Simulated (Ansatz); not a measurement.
## Ta2O5: carrier doping

Consider Ta2O5 (space group C2, No. 5; a cell from a computed database, its experimental status unchecked).

```
CELL_PARAMETERS angstrom
      2.96222    -2.53816     0.00000
      2.96222     2.53816     0.00000
     -2.64989     0.00000     5.10193
ATOMIC_POSITIONS crystal
  Ta 0.23122 0.15098 0.29224
  Ta 0.84902 0.76878 0.70776
  O  0.63318 0.22415 0.65149
  O  0.77585 0.36682 0.34851
  O  0.24126 0.11196 0.95629
  O  0.88804 0.75874 0.04371
  O  0.27242 0.72758 0.50000
```

Carriers are added at fixed cell with a uniform background; the Fermi–Dirac width is that of 300 K.

All numbers come from Ansatz (a first-principles code), PBEsol, PAW, cutoff 420 eV, no spin-orbit coupling.

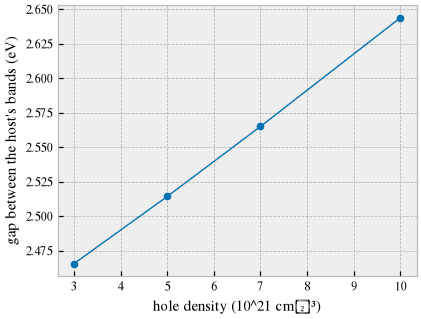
Figure. Gap between the host's bands against hole density

```json
[
 {"hole density (10^21 cm⁻³)": "3", "gap between the host's bands": "2.47 eV"},
 {"hole density (10^21 cm⁻³)": "5", "gap between the host's bands": "2.51 eV"},
 {"hole density (10^21 cm⁻³)": "7", "gap between the host's bands": "2.56 eV"},
 {"hole density (10^21 cm⁻³)": "10", "gap between the host's bands": "2.64 eV"}
]
```

Carriers are added with a uniform compensating background; total energy and stress of such cells depend on the potential's zero and are not compared; many-body gap narrowing is missing at this level. With Ta present, leaving out spin-orbit coupling can change the band edges. No phonon test of stability was made.
